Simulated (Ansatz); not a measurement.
# Zr₂ (triplet): B3LYP, wB97M-V, B2PLYP over vertical spin and charge gaps, def2-QZVPP, part 2 of 2

Ansatz 0.2.0, Gaussian basis; def2-QZVPP, all electrons in the functionals, frozen cores in the correlation of double hybrids and RPA. The steps go on from the part before.

## 10. wB97M-V, charge 1, doublet

in.yaml

```yaml
crystal:
  periodic: [false, false, false]
  atoms:
    - {symbol: Zr, position_ang: [0.000000, 0.000000, 0.000000]}
    - {symbol: Zr, position_ang: [0.000000, 0.000000, 2.228000]}
basis:
  gaussian: {orbitals: "def2-QZVPP.json"}
total_charge: 1
magnetization: {spin_polarized: true, initial_magnetization: 1}
hamiltonian: {xc: {name: wB97M-V}}
output: {orbitals: {seedname: orbitals}}
```

Run with:

```sh
$ ansatz run in.yaml --threads 2 --pin off --events-out ev --progress --plain --max-ram 24576MiB --backend cuda --devices 0, --max-vram 18GiB
```

The log of the run (excerpt; [...] marks lines left out):

```text
Functional definition: wB97M-V
  name "wB97M-V"
  cite "Mardirossian & Head-Gordon, J. Chem. Phys. 144, 214110 (2016) doi:10.1063/1.4952647"
  cite "Becke, J. Chem. Phys. 107, 8554 (1997) doi:10.1063/1.475007"
  cite "Vydrov & Van Voorhis, J. Chem. Phys. 133, 244103 (2010) doi:10.1063/1.3521275"
  # Of w^i u^j: cxij and so on, Table III.
[...]
  gx(w, u) = 1 - cx + cx01*u + cx10*w
  gss(w, u) = css00 + css04*u^4 + css10*w + css20*w^2 + css43*w^4*u^3
  gos(w, u) = cos00 + cos10*w + (cos20 + cos21*u)*w^2 + (cos60 + cos61*u)*w^6
[...]
      + integral(e_c_pw_mod_opposite_spin*gos(b97_w_opposite, b97_u_opposite)) + vv10(b, c)
780 factors; their error is unknown
218 factors; integrals over basis functions are off by at most 5.2e-5 eV
[...]
mean field -2544.75673452 eV, -93.5180850957 hartree, gradient 2.0e-5 eV, S^2 0.751388; 5 other end points of the search recorded, 0 dependent functions left out
reference -2544.75677860 eV, -93.5180867153 hartree; 12, 11 occupied and 150, 151 virtual orbitals, 780 factors
Total energy: -2544.75677860 eV, -93.5180867153 hartree
```

Wall time 10 s (1 × H100 (card shared with other runs) with 2 threads of AMD EPYC 7R13, shared host); peak host memory 1.1 GiB.

From the report: ⟨S²⟩ of the determinant 0.751 (pure doublet: 0.75).

From charge 0, triplet: +492.3 kJ/mol.

## 11. wB97M-V, charge 1, quartet

Edit in.yaml of step 10 so:

```diff
@@ -8,3 +8,3 @@
 total_charge: 1
-magnetization: {spin_polarized: true, initial_magnetization: 1}
+magnetization: {spin_polarized: true, initial_magnetization: 3}
 hamiltonian: {xc: {name: wB97M-V}}
```

Same command.

The log of the run (excerpt; [...] marks lines left out):

```text
Functional definition: wB97M-V
  name "wB97M-V"
  cite "Mardirossian & Head-Gordon, J. Chem. Phys. 144, 214110 (2016) doi:10.1063/1.4952647"
  cite "Becke, J. Chem. Phys. 107, 8554 (1997) doi:10.1063/1.475007"
  cite "Vydrov & Van Voorhis, J. Chem. Phys. 133, 244103 (2010) doi:10.1063/1.3521275"
  # Of w^i u^j: cxij and so on, Table III.
[...]
  gx(w, u) = 1 - cx + cx01*u + cx10*w
  gss(w, u) = css00 + css04*u^4 + css10*w + css20*w^2 + css43*w^4*u^3
  gos(w, u) = cos00 + cos10*w + (cos20 + cos21*u)*w^2 + (cos60 + cos61*u)*w^6
[...]
      + integral(e_c_pw_mod_opposite_spin*gos(b97_w_opposite, b97_u_opposite)) + vv10(b, c)
780 factors; their error is unknown
218 factors; integrals over basis functions are off by at most 5.2e-5 eV
[...]
mean field -2543.92541067 eV, -93.4875345077 hartree, gradient 5.1e-6 eV, S^2 3.754674; 12 other end points of the search recorded, 0 dependent functions left out
reference -2543.92545456 eV, -93.4875361206 hartree; 13, 10 occupied and 149, 152 virtual orbitals, 780 factors
Total energy: -2543.92545456 eV, -93.4875361206 hartree
```

Wall time 42 s (1 × H100 (card shared with other runs) with 2 threads of AMD EPYC 7R13, shared host); peak host memory 1.1 GiB.

From the report: ⟨S²⟩ of the determinant 3.755 (pure quartet: 3.75).

From charge 0, triplet: +572.6 kJ/mol.

## 12. B2PLYP, charge 0, triplet

in.yaml

```yaml
crystal:
  periodic: [false, false, false]
  atoms:
    - {symbol: Zr, position_ang: [0.000000, 0.000000, 0.000000]}
    - {symbol: Zr, position_ang: [0.000000, 0.000000, 2.228000]}
basis:
  gaussian: {orbitals: "def2-QZVPP.json"}
magnetization: {spin_polarized: true, initial_magnetization: 2}
hamiltonian: {xc: {name: B2PLYP}}
correlation: {electrons: outside_noble_gas}
```

Launched as before.

The log of the run (excerpt; [...] marks lines left out):

```text
Functional definition: B2PLYP
  name "B2PLYP"
  cite "Grimme, J. Chem. Phys. 124, 034108 (2006) doi:10.1063/1.2148954"
  cite "Becke, Phys. Rev. A 38, 3098 (1988) doi:10.1103/PhysRevA.38.3098"
  cite "Lee, Yang & Parr, Phys. Rev. B 37, 785 (1988) doi:10.1103/PhysRevB.37.785"
[...]
1014 factors; integrals over basis functions are off by at most 1.3e-3 eV
[...]
mean field -2544.05104697 eV, -93.4921515564 hartree, gradient 4.4e-6 eV, S^2 2.048958; 12 other end points of the search recorded, 0 dependent functions left out
8 core orbitals not correlated: weight in the atoms' cores, before any rotation towards them, 0.996 or more for the frozen orbitals, at most 0.002 for the correlated occupied ones
reference -2544.05115336 eV, -93.4921554661 hartree; 5, 3 occupied and 149, 151 virtual orbitals, 1014 factors
second order -9.69916750 eV of doubles, -0.00000000 eV of singles
Total energy: -2546.66992858 eV, -93.5883936806 hartree
```

Wall time 31 s (1 × H100 (card shared with other runs) with 2 threads of AMD EPYC 7R13, shared host); peak host memory 0.91 GiB.

From the report: ⟨S²⟩ of the determinant 2.049 (pure triplet: 2.00).

## 13. B2PLYP, charge 0, singlet

Edit in.yaml of step 12 so:

```diff
@@ -7,3 +7,3 @@
   gaussian: {orbitals: "def2-QZVPP.json"}
-magnetization: {spin_polarized: true, initial_magnetization: 2}
+magnetization: {spin_polarized: true, initial_magnetization: 0}
 hamiltonian: {xc: {name: B2PLYP}}
```

The command is unchanged.

The log of the run (excerpt; [...] marks lines left out):

```text
Functional definition: B2PLYP
  name "B2PLYP"
  cite "Grimme, J. Chem. Phys. 124, 034108 (2006) doi:10.1063/1.2148954"
  cite "Becke, Phys. Rev. A 38, 3098 (1988) doi:10.1103/PhysRevA.38.3098"
  cite "Lee, Yang & Parr, Phys. Rev. B 37, 785 (1988) doi:10.1103/PhysRevB.37.785"
[...]
1014 factors; integrals over basis functions are off by at most 1.3e-3 eV
[...]
mean field -2543.94511927 eV, -93.4882587854 hartree, gradient 7.0e-6 eV, S^2 0.903723; 22 other end points of the search recorded, 0 dependent functions left out
8 core orbitals not correlated: weight in the atoms' cores, before any rotation towards them, 0.997 or more for the frozen orbitals, at most 0.001 for the correlated occupied ones
reference -2543.94522645 eV, -93.4882627239 hartree; 4, 4 occupied and 150, 150 virtual orbitals, 1014 factors
second order -10.14184423 eV of doubles, -0.00000000 eV of singles
Total energy: -2546.68352439 eV, -93.5888933172 hartree
```

It took 31 s on 1 × H100 (card shared with other runs) with 2 threads of AMD EPYC 7R13, shared host; peak host memory 0.92 GiB.

From the report: ⟨S²⟩ of the determinant 0.904 (pure singlet: 0.00). The determinant of B2PLYP (⟨S²⟩ 0.90) is far from a pure spin state, so its energy mixes those of several spin states; that is harmless only where they are near-degenerate.

From charge 0, triplet: -1.3 kJ/mol.

## 14. B2PLYP, charge 0, quintet

Edit in.yaml of step 13 so:

```diff
@@ -7,3 +7,3 @@
   gaussian: {orbitals: "def2-QZVPP.json"}
-magnetization: {spin_polarized: true, initial_magnetization: 0}
+magnetization: {spin_polarized: true, initial_magnetization: 4}
 hamiltonian: {xc: {name: B2PLYP}}
```

Same command.

The log of the run (excerpt; [...] marks lines left out):

```text
Functional definition: B2PLYP
  name "B2PLYP"
  cite "Grimme, J. Chem. Phys. 124, 034108 (2006) doi:10.1063/1.2148954"
  cite "Becke, Phys. Rev. A 38, 3098 (1988) doi:10.1103/PhysRevA.38.3098"
  cite "Lee, Yang & Parr, Phys. Rev. B 37, 785 (1988) doi:10.1103/PhysRevB.37.785"
[...]
1014 factors; integrals over basis functions are off by at most 1.3e-3 eV
[...]
mean field -2543.55876875 eV, -93.4740606655 hartree, gradient 1.9e-9 eV, S^2 6.019107; 12 other end points of the search recorded, 0 dependent functions left out
8 core orbitals not correlated: weight in the atoms' cores, before any rotation towards them, 0.996 or more for the frozen orbitals, at most 0.002 for the correlated occupied ones
reference -2543.55887222 eV, -93.4740644679 hartree; 6, 2 occupied and 148, 152 virtual orbitals, 1014 factors
second order -9.28495101 eV of doubles, -0.00000000 eV of singles
Total energy: -2546.06580899 eV, -93.5661926950 hartree
```

Run time: 26 s. Hardware: 1 × H100 (card shared with other runs) with 2 threads of AMD EPYC 7R13, shared host; peak host memory 0.91 GiB.

From the report: ⟨S²⟩ of the determinant 6.019 (pure quintet: 6.00).

From charge 0, triplet: +58.3 kJ/mol.

## 15. B2PLYP, charge 1, doublet

Edit in.yaml of step 14 so:

```diff
@@ -7,3 +7,4 @@
   gaussian: {orbitals: "def2-QZVPP.json"}
-magnetization: {spin_polarized: true, initial_magnetization: 4}
+total_charge: 1
+magnetization: {spin_polarized: true, initial_magnetization: 1}
 hamiltonian: {xc: {name: B2PLYP}}
```

The command is unchanged.

The log of the run (excerpt; [...] marks lines left out):

```text
Functional definition: B2PLYP
  name "B2PLYP"
  cite "Grimme, J. Chem. Phys. 124, 034108 (2006) doi:10.1063/1.2148954"
  cite "Becke, Phys. Rev. A 38, 3098 (1988) doi:10.1103/PhysRevA.38.3098"
  cite "Lee, Yang & Parr, Phys. Rev. B 37, 785 (1988) doi:10.1103/PhysRevB.37.785"
[...]
1014 factors; integrals over basis functions are off by at most 1.3e-3 eV
[...]
mean field -2539.11773099 eV, -93.3108555380 hartree, gradient 1.7e-6 eV, S^2 0.753401; 6 other end points of the search recorded, 0 dependent functions left out
8 core orbitals not correlated: weight in the atoms' cores, before any rotation towards them, 0.997 or more for the frozen orbitals, at most 0.002 for the correlated occupied ones
reference -2539.11784574 eV, -93.3108597551 hartree; 4, 3 occupied and 150, 151 virtual orbitals, 1014 factors
second order -9.13644729 eV of doubles, -0.00000000 eV of singles
Total energy: -2541.58468651 eV, -93.4015144813 hartree
```

Wall time 9 s (1 × H100 (card shared with other runs) with 2 threads of AMD EPYC 7R13, shared host); peak host memory 0.91 GiB.

From the report: ⟨S²⟩ of the determinant 0.753 (pure doublet: 0.75).

From charge 0, triplet: +490.7 kJ/mol.

## 16. B2PLYP, charge 1, quartet

Edit in.yaml of step 15 so:

```diff
@@ -8,3 +8,3 @@
 total_charge: 1
-magnetization: {spin_polarized: true, initial_magnetization: 1}
+magnetization: {spin_polarized: true, initial_magnetization: 3}
 hamiltonian: {xc: {name: B2PLYP}}
```

Launched as before.

The log of the run (excerpt; [...] marks lines left out):

```text
Functional definition: B2PLYP
  name "B2PLYP"
  cite "Grimme, J. Chem. Phys. 124, 034108 (2006) doi:10.1063/1.2148954"
  cite "Becke, Phys. Rev. A 38, 3098 (1988) doi:10.1103/PhysRevA.38.3098"
  cite "Lee, Yang & Parr, Phys. Rev. B 37, 785 (1988) doi:10.1103/PhysRevB.37.785"
[...]
1014 factors; integrals over basis functions are off by at most 1.3e-3 eV
[...]
mean field -2538.50694041 eV, -93.2884093982 hartree, gradient 1.8e-6 eV, S^2 3.840296; 12 other end points of the search recorded, 0 dependent functions left out
8 core orbitals not correlated: weight in the atoms' cores, before any rotation towards them, 0.996 or more for the frozen orbitals, at most 0.002 for the correlated occupied ones
reference -2538.50705803 eV, -93.2884137208 hartree; 5, 2 occupied and 149, 152 virtual orbitals, 1014 factors
second order -8.82884296 eV of doubles, -0.00000000 eV of singles
Total energy: -2540.89084563 eV, -93.3760162992 hartree
```

Run time: 36 s. Hardware: 1 × H100 (card shared with other runs) with 2 threads of AMD EPYC 7R13, shared host; peak host memory 0.92 GiB.

From the report: ⟨S²⟩ of the determinant 3.840 (pure quartet: 3.75).

From charge 0, triplet: +557.6 kJ/mol.

## 17. The comparison

No level is safe as a reference over these points; UCCSD(T) serves as a yardstick only. It comes from earlier runs at the same points. Energies in kJ/mol, counted from charge 0, triplet; blanks weren't run or aren't comparable.

```tsv
level	triplet to singlet	triplet to quintet	ionisation to the doublet cation	ionisation to the quartet cation
UCCSD(T)		74.3	515.3	582.6
B3LYP	9.6	61.7	533.3	587.0
wB97M-V	-1.7	64.8	492.3	572.6
B2PLYP	-1.3	58.3	490.7	557.6
```

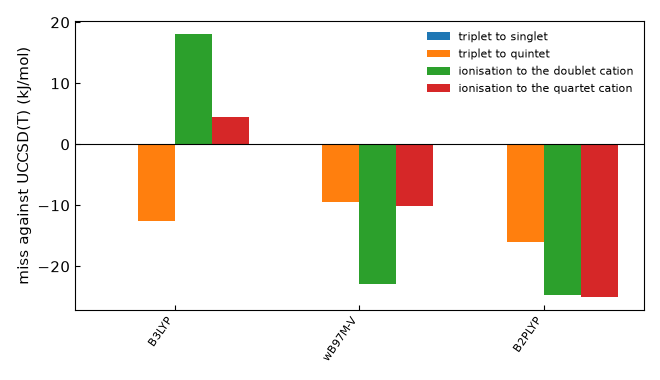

Misses of the gaps against UCCSD(T).

Largest miss and mean time a point (UCCSD(T) took 82 s a point; shared hosts):

```tsv
level	largest miss (kJ/mol)	where	time a point
B3LYP	+18.0	ionisation to the doublet cation	20 s
wB97M-V	-23.0	ionisation to the doublet cation	28 s
B2PLYP	-25.0	ionisation to the quartet cation	26 s
```

## 18. Results

This closing draws on all 2 parts.

```
                                  quantity                                            value
              triplet to quintet, UCCSD(T)                                      74.3 kJ/mol
ionisation to the doublet cation, UCCSD(T)                                     515.3 kJ/mol
ionisation to the quartet cation, UCCSD(T)                                     582.6 kJ/mol
                       largest miss, B3LYP  +18.0 kJ/mol (ionisation to the doublet cation)
                     largest miss, wB97M-V  -23.0 kJ/mol (ionisation to the doublet cation)
                      largest miss, B2PLYP  -25.0 kJ/mol (ionisation to the quartet cation)
```

Misses are known at 3 of 4 points at best, and only functionals with that many are ranked. Of the functionals, B3LYP keep the smallest largest miss at the points compared (at most 18.0 kJ/mol) and B2PLYP strays most (25.0 kJ/mol, at ionisation to the quartet cation). B3LYP, wB97M-V, B2PLYP clearly break the spin symmetry at some points (⟨S²⟩ up to 1.01 above the pure value), so energy there is bought with a mixed spin. Functionals and the yardstick converge differently with the basis, so part of each miss in def2-QZVPP is the basis. The yardstick itself may be off where one determinant is a poor start.
